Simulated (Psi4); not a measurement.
# singlet [AsH2]+: levels of theory compared

Wanted: a comparison of 6 runs (DSD-PBEP86/cc-pVTZ, HSE06/cc-pVTZ, M06-2X/cc-pVTZ, TPSSh/cc-pVTZ, wB97X/cc-pVTZ, MP3/cc-pVTZ) of singlet [AsH2]+. 

The results are computed with Psi4 1.11.

4 further runs of the same task are left out: 3 that didn't finish, 1 set aside as unsound or not needed.

### Step 1. The molecule

[AsH2]+ has 3 atoms, charge +1, and is taken as a singlet. SMILES of the parent species: `[AsH2]`. The shape is that of a PBE0-D4/def2-TZVP optimisation. That shape belongs to the parent species and isn't relaxed for this state.

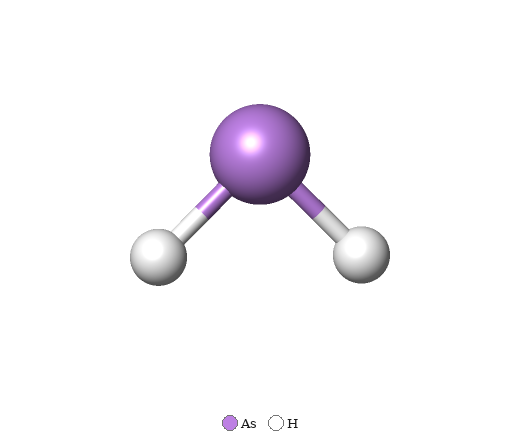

Viewed from a chosen angle; arsenic purple, hydrogen white.

### Step 2. A single-point energy at DSD-PBEP86/cc-pVTZ (density fitting for correlation) (run 1)

File job.py:

```python
import psi4

psi4.set_memory(2200000000)
psi4.set_num_threads(1)
psi4.set_output_file('output.dat', False)

geom = psi4.geometry("""
1 1
As
H 1 1.526345
H 1 1.526354 2 90.69861
units angstrom
symmetry c1
""")

psi4.set_options({
    'puream': True,
    'e_convergence': 1e-09,
    'd_convergence': 1e-08,
    'scf_type': 'pk',
    'dft_radial_points': 99,
    'dft_spherical_points': 590,
    'num_frozen_docc': 9,
})

energy_value, wavefunction = psi4.energy("dsd-pbep86/cc-pVTZ", return_wfn=True)
print(f'total energy {energy_value:.8f} hartree = {energy_value * 27.211386:.5f} eV')
```

Command:

```sh
$ python job.py
```

output.dat:

```text
[...]
  Running in c1 symmetry.
[...]
  Nuclear repulsion =   23.125516259395312
[...]
  Multiplicity = 1
[...]
  Nalpha       = 17
  Nbeta        = 17
[...]
    Number of basis functions: 71
[...]
   @RKS iter   1: -2235.19904372659312   -2.79689e+00   2.33851e-02 DIIS/ADIIS
[...]
   @RKS iter   9: -2235.77870215759776   -8.18545e-12   3.62438e-09 DIIS
[...]
    Orbital Energies [Eh]
    ---------------------
    Doubly Occupied:
       1A   -430.586241     2A    -55.795146     3A    -49.788826
       4A    -49.785178     5A    -49.784468     6A     -8.020969
       7A     -5.950775     8A     -5.937653     9A     -5.934507
      10A     -2.306538    11A     -2.302161    12A     -2.298890
      13A     -2.287350    14A     -2.284799    15A     -1.041619
      16A     -0.738932    17A     -0.664560
[...]
  @RKS Final Energy: -2235.77870215759776
   => Energetics <=
    Nuclear Repulsion Energy =             23.1255162593953116
    One-Electron Energy =               -3150.2196830825519100
    Two-Electron Energy =                 914.9658820220720372
    DFT Exchange-Correlation Energy =     -23.6504173565132874
    Empirical Dispersion Energy =           0.0000000000000000
    VV10 Nonlocal Energy =                  0.0000000000000000
    Total Energy =                      -2235.7787021575977633
[...]
 Multipole Moments:
 ------------------------------------------------------------------------------------
     Multipole            Electronic (a.u.)      Nuclear  (a.u.)        Total (a.u.)
 ------------------------------------------------------------------------------------
 L = 1.  Multiply by 2.5417464519 to convert [e a0] to [Debye]
 Dipole X            :          1.2485024           -1.5618510           -0.3133486
 Dipole Y            :          1.2333613           -1.5429132           -0.3095520
 Dipole Z            :          0.0000000            0.0000000            0.0000000
 Magnitude           :                                                    0.4404654
[...]
```

The script printed:

```text
total energy -2235.87563852 hartree = -60841.27505 eV
```

It took 39 s on 1 thread of Intel Xeon at 2.50GHz (Skylake/Cascade Lake), shared host; peak memory 1.4 GiB.

### Step 3. The energy at HSE06/cc-pVTZ (run 2)

File ash2.json:

```json
{
  "schema_name": "qcschema_input",
  "schema_version": 1,
  "molecule": {
    "schema_name": "qcschema_molecule",
    "schema_version": 2,
    "symbols": ["As", "H", "H"],
    "geometry": [-1.08339888, 0.61875302, -0.51927784, 1.28578855, 1.50371177, 0.86759216, -0.20237077, -2.12246479, -0.34831432],
    "molecular_charge": 1,
    "molecular_multiplicity": 1,
    "fix_symmetry": "c1"
  },
  "driver": "energy",
  "model": {
    "method": "hse06",
    "basis": "cc-pVTZ"
  },
  "keywords": {
    "puream": true,
    "e_convergence": 1e-09,
    "d_convergence": 1e-08,
    "scf_type": "pk",
    "dft_radial_points": 99,
    "dft_spherical_points": 590,
    "scf_properties": ["MULLIKEN_CHARGES", "LOWDIN_CHARGES", "QUADRUPOLE"]
  }
}
```

Command:

```sh
$ psi4 --qcschema ash2.json -n 1 --memory 2200MB
```

stdout (excerpt; [...] marks lines left out):

```text
[...]
  Running in c1 symmetry.
[...]
  Nuclear repulsion =   23.125517310737862
[...]
  Multiplicity = 1
[...]
  Nalpha       = 17
  Nbeta        = 17
[...]
    Number of basis functions: 71
[...]
   @RKS iter   1: -2235.74644627168391   -2.18109e+00   2.56693e-02 DIIS/ADIIS
[...]
   @RKS iter   8: -2236.44447256196008   -3.31966e-11   4.42510e-09 DIIS
[...]
  @RKS Final Energy: -2236.44447256196008
   => Energetics <=
    Nuclear Repulsion Energy =             23.1255173107378624
    One-Electron Energy =               -3149.6127465653980835
    Two-Electron Energy =                 953.3198990868552301
    DFT Exchange-Correlation Energy =     -63.2771423941548505
    Empirical Dispersion Energy =           0.0000000000000000
    VV10 Nonlocal Energy =                  0.0000000000000000
    Total Energy =                      -2236.4444725619596284
[...]
 Multipole Moments:
 ------------------------------------------------------------------------------------
     Multipole            Electronic (a.u.)      Nuclear  (a.u.)        Total (a.u.)
 ------------------------------------------------------------------------------------
 L = 1.  Multiply by 2.5417464519 to convert [e a0] to [Debye]
 Dipole X            :         -1.5731416            1.9492763            0.3761347
 Dipole Y            :          0.8151836           -1.0100898           -0.1949061
 Dipole Z            :          0.0000000            0.0000000            0.0000000
 Magnitude           :                                                    0.4236339
 L = 2.  Multiply by 1.3450342976 to convert [e a0^2] to [Debye ang]
 Quadrupole XX       :        -19.4815630            7.9994804          -11.4820827
 Quadrupole XY       :          0.1117717            0.2184257            0.3301974
[...]
  Mulliken Charges: (a.u.)
   Center  Symbol    Alpha    Beta     Spin     Total
       1    AS    16.10912 16.10912  0.00000  0.78176
       2     H     0.44544  0.44544  0.00000  0.10912
       3     H     0.44544  0.44544  0.00000  0.10912
   Total alpha = 17.00000, Total beta = 17.00000, Total charge =  1.00000
  Lowdin Charges: (a.u.)
   Center  Symbol    Alpha    Beta     Spin     Total
       1    AS    15.96210 15.96210  0.00000  1.07580
       2     H     0.51895  0.51895  0.00000 -0.03790
       3     H     0.51895  0.51895  0.00000 -0.03790
[...]
```

The result, in JSON:

```text
{
 "driver": "energy",
 "model": {
  "method": "hse06",
  "basis": "cc-pVTZ"
 },
 "success": true,
 "return_result": -2236.44447256196,
 "properties": {
  "calcinfo_nbasis": 71,
  "calcinfo_nmo": 71,
  "calcinfo_nalpha": 17,
  "calcinfo_nbeta": 17,
  "calcinfo_natom": 3,
  "nuclear_repulsion_energy": 23.125517310737862,
  "return_energy": -2236.44447256196,
  "scf_one_electron_energy": -3149.612746565398,
  "scf_two_electron_energy": 953.3198990868552,
  "scf_xc_energy": -63.27714239415485,
  "scf_dipole_moment": [0.3761346843228164, -0.19490612312948596, 1.0400203968433705e-13],
  "scf_total_energy": -2236.44447256196,
  "scf_iterations": 8
 }
}
```

It took 1.7 min on 1 thread of Intel Xeon at 2.50GHz (Skylake/Cascade Lake), shared host; peak memory 1.4 GiB.

Runs 3 to 5 aren't shown in full; the table further down has their settings and results.

### Step 4. A single-point energy at MP3/cc-pVTZ (run 6)

File ash2.in:

```
memory 2.2 GB

molecule m {
  1 1
  As
  H 1 R2
  H 1 R3 2 A3

  R2 = 1.526345
  R3 = 1.526354
  A3 = 90.69861
  symmetry c1
}

set puream true
set e_convergence 1e-09
set d_convergence 1e-08
set scf_type pk
set num_frozen_docc 9
set mp_type conv

E, wfn = energy('mp3/cc-pVTZ', return_wfn=True)
print_variables()
```

Command:

```sh
$ psi4 ash2.in ash2.out -n 1
```

ash2.out:

```text
[...]
  Running in c1 symmetry.
[...]
  Nuclear repulsion =   23.125516259395312
[...]
  Multiplicity = 1
[...]
  Nalpha       = 17
  Nbeta        = 17
[...]
    Number of basis functions: 71
[...]
   @RHF iter   1: -2234.52650083468325   -3.13286e+00   2.22171e-02 ADIIS/DIIS
[...]
   @RHF iter   9: -2235.05627195991428   -2.09184e-11   8.55667e-09 DIIS
[...]
    Orbital Energies [Eh]
    ---------------------
    Doubly Occupied:
       1A   -432.928748     2A    -56.650385     3A    -50.496337
       4A    -50.493598     5A    -50.493074     6A     -8.371296
       7A     -6.230232     8A     -6.219744     9A     -6.216919
      10A     -2.465518    11A     -2.461187    12A     -2.457649
      13A     -2.446850    14A     -2.443822    15A     -1.095977
      16A     -0.779608    17A     -0.697805
[...]
  @RHF Final Energy: -2235.05627195991428
   => Energetics <=
    Nuclear Repulsion Energy =             23.1255162593953116
    One-Electron Energy =               -3150.4660820538556436
    Two-Electron Energy =                 892.2842938345462471
    Total Energy =                      -2235.0562719599142838
[...]
 Multipole Moments:
 ------------------------------------------------------------------------------------
     Multipole            Electronic (a.u.)      Nuclear  (a.u.)        Total (a.u.)
 ------------------------------------------------------------------------------------
 L = 1.  Multiply by 2.5417464519 to convert [e a0] to [Debye]
 Dipole X            :          1.2475233           -1.5618510           -0.3143277
 Dipole Y            :          1.2323937           -1.5429132           -0.3105195
 Dipole Z            :         -0.0000000            0.0000000           -0.0000000
 Magnitude           :                                                    0.4418419
[...]
	SCS-MP2 Total Energy (a.u.)        : -2235.23815758643877
	SOS-MP2 Total Energy (a.u.)        : -2235.23883914647558
[...]
	SOS-PI-MP2 Total Energy (a.u.)     : -2235.25288277621121
[...]
	MP2 Total Energy (a.u.)            : -2235.23679446636561
[...]
	SCS-MP3 Total Energy (a.u.)        : -2235.24208951643777
[...]
	MP3 Total Energy (a.u.)            : -2235.25252218636206
[...]
```

It took 55 s on 1 thread of Intel Xeon at 2.50GHz (Skylake/Cascade Lake), shared host; peak memory 1 GiB.

### Step 5. All runs side by side

| run | level | fitting correlation | frozen core orbitals | energy (Eh) | HOMO energy (eV) | LUMO energy (eV) | HOMO–LUMO gap (eV) | wall time |
| --- | --- | --- | --- | --- | --- | --- | --- | --- |
| 1 | DSD-PBEP86/cc-pVTZ (density fitting for correlation) | density fitting | 9 | -2235.875639 | -18.08 | -9.75 | 8.33 | 39 s |
| 2 | HSE06/cc-pVTZ | – | 0 | -2236.444473 | -15.91 | -12.53 | 3.39 | 1.7 min |
| 3 | M06-2X/cc-pVTZ | – | 0 | -2236.740229 | -17.42 | -10.91 | 6.50 | 2.1 min |
| 4 | TPSSh/cc-pVTZ | – | 0 | -2236.682243 | -15.76 | -12.63 | 3.13 | 2.6 min |
| 5 | wB97X/cc-pVTZ | – | 0 | -2236.771102 | -18.64 | -9.75 | 8.89 | 66 s |
| 6 | MP3/cc-pVTZ | none | 9 | -2235.252522 | -18.99 | -8.23 | 10.76 | 55 s |

### Step 6. Results

```
                                          quantity           value
                               run 6: total energy  -2235.25252 Eh
        run 6: HOMO energy (Hartree–Fock orbitals)       -18.99 eV
        run 6: LUMO energy (Hartree–Fock orbitals)        -8.23 eV
      run 6: HOMO–LUMO gap (Hartree–Fock orbitals)        10.76 eV
run 6: correlation energy (9 core orbitals frozen)      -196.3 mEh
```

In words: Over runs 1, 2, 3, 4, 5 the HOMO–LUMO gap runs from 3.13 eV (TPSSh/cc-pVTZ) to 8.89 eV (wB97X/cc-pVTZ). Totals of different functionals can't be ranked against each other. All runs together took 9.1 min, the longest 2.6 min.
